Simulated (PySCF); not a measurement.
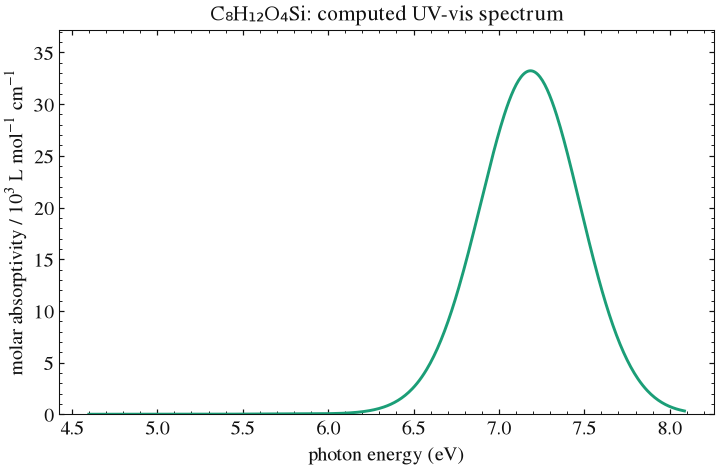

Computed absorption of C₈H₁₂O₄Si (Si(vinyl)2(OAc)2), SMILES C=C[Si](C=C)(OC(C)=O)OC(C)=O. Vertical TDDFT excitations, CAM-B3LYP/def2-SVPD in PySCF, at a PBE0-D3(BJ)/def2-SVP geometry (no frequency check), gas phase. The lowest 10 singlet states are shown; each is broadened by a Gaussian of 1/e half-width 0.33 eV.

**Which of the computed transitions is the brightest, and what character does the calculation give it?**

S6 at 7.16 eV (173 nm), f = 0.328, mainly HOMO−1 → LUMO (76 %).

**Where is the lowest singlet, and is it bright?**

S1 lies at 5.80 eV (214 nm) with f = 0.000, mixed, the largest part being HOMO−2 → LUMO+3 (33 %) (S2 lies within 0.06 eV, too close to order); it is dark or nearly so.

**List the transitions behind the spectrum.**

```csv
state,E (eV),λ (nm),f,main character
S1,5.80,214,0.000,HOMO−2 → LUMO+3 (33 %)
S2,5.85,212,0.000,HOMO−3 → LUMO+4 (24 %)
S3,6.56,189,0.008,HOMO−4 → LUMO (61 %)
S4,6.76,183,0.022,HOMO−4 → LUMO+1 (53 %)
S5,6.96,178,0.180,HOMO → LUMO (86 %)
S6,7.16,173,0.328,HOMO−1 → LUMO (76 %)
S7,7.28,170,0.156,HOMO → LUMO+1 (70 %)
S8,7.37,168,0.086,HOMO−3 → LUMO (74 %)
S9,7.46,166,0.039,HOMO−1 → LUMO+1 (65 %)
S10,7.59,163,0.041,HOMO−2 → LUMO+1 (30 %)
```

Known limits of this run: one conformer of a flexible molecule; core orbitals are frozen in the response.
